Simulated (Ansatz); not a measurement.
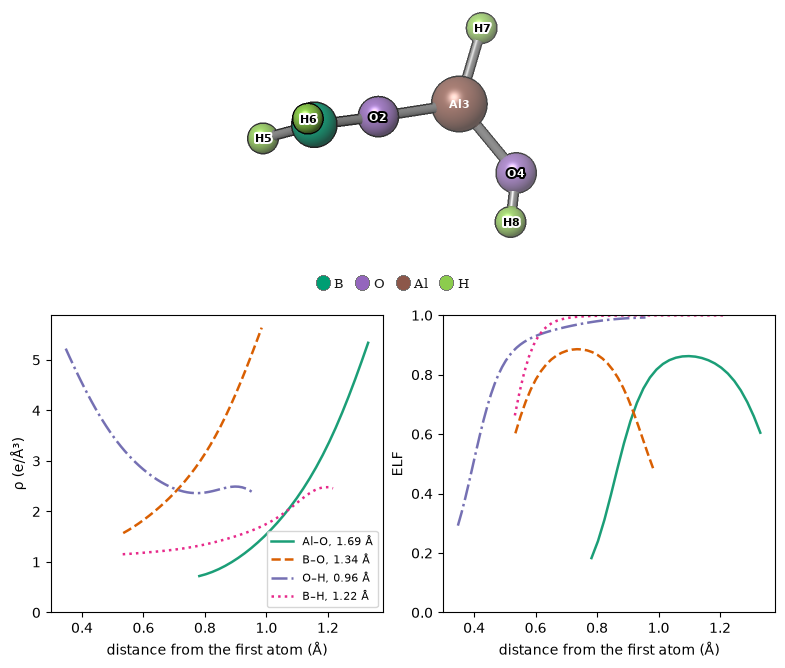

AlBH₄O₂. Electron density and ELF along straight lines between neighbouring atoms. The curves leave out the atomic cores. The structure is drawn too.

The calculation used Ansatz, RKS PBE0/def2-SVP.

| atom | x (Å) | y (Å) | z (Å) |
| --- | --- | --- | --- |
| B | -0.3925 | 1.7795 | -0.1502 |
| O | 0.0828 | 0.5323 | -0.1166 |
| Al | 0.7230 | -1.0471 | -0.1098 |
| O | -0.1925 | -2.3454 | 0.4669 |
| H | -0.9786 | 2.1746 | -1.1410 |
| H | -0.2399 | 2.5089 | 0.8120 |
| H | 2.1716 | -1.3091 | -0.6391 |
| H | -1.0817 | -2.3507 | 0.8220 |

Compare the contacts.

Answer. Al–O (1.69 Å): ρ at the midpoint is about 0.86 e/Å³; the ELF peaks at about 0.85 in the valence shell of O, 0.6 Å from its nucleus, and is about 0.40 at the midpoint.
B–O (1.34 Å): ρ is about 2.2 e/Å³ halfway; the ELF peaks at about 0.90 between the atoms: a polar covalent bond.
O–H (0.96 Å): ρ at the midpoint is about 3.7 e/Å³; the ELF climbs to about 1 towards the hydrogen, as it does in any bond to H (a covalent bond by its length).
B–H (1.22 Å): ρ at the midpoint is about 1.2 e/Å³; the ELF climbs to about 1 towards the hydrogen; a covalent bond by its length.
